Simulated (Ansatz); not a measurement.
## A ladder of methods for Si2H2OF2 (SMILES F[Si]1(F)O[SiH2]1)

Si2H2OF2 has 7 atoms, charge 0, and is taken as a singlet. As SMILES, `F[Si]1(F)O[SiH2]1`. Geometry: optimised at B3LYP/def2-SVP.

Each level gives the adiabatic electron affinity (to the doublet anion, shapes relaxed at B3LYP/def2-SVP, no zero-point term) (eV). The values are calculated.

The electron affinity is E(neutral) − E(anion): positive where the electron is bound.

```
             level                    kind  program  value (eV)  less CCSD(T)/def2-SVP  CPU time (all runs)
    SVWN5/def2-SVP                     LDA   Ansatz        0.77                  +0.32                2.2 s
      PBE/def2-SVP                     GGA   Ansatz        0.79                  +0.34                4.4 s
   r2SCAN/def2-SVP                meta-GGA   Ansatz        0.84                  +0.39                7.7 s
  PBE0-D4/def2-SVP           global hybrid   Ansatz        0.83                  +0.38                6.2 s
CAM-B3LYP/def2-SVP  range-separated hybrid   Ansatz        0.81                  +0.36                  7 s
   B2PLYP/def2-SVP           double hybrid   Ansatz        0.62                  +0.17                7.4 s
      MP2/def2-SVP     perturbation theory   Ansatz        0.31                  -0.14                3.2 s
  CCSD(T)/def2-SVP   coupled cluster or CI   Ansatz        0.45                   0.00                 29 s
```

CCSD(T)/def2-SVP is the highest level here, not the true value. The values span 0.31 to 0.84 eV. Times are those of the runs behind each value, whatever else they computed, on shared processors of several kinds: orders of magnitude only.

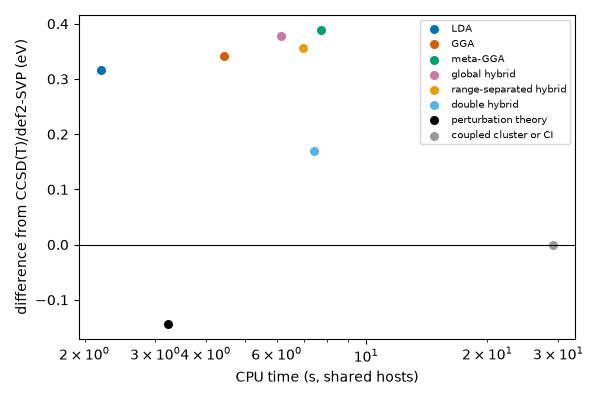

Difference from CCSD(T)/def2-SVP against processor time, one point a level.
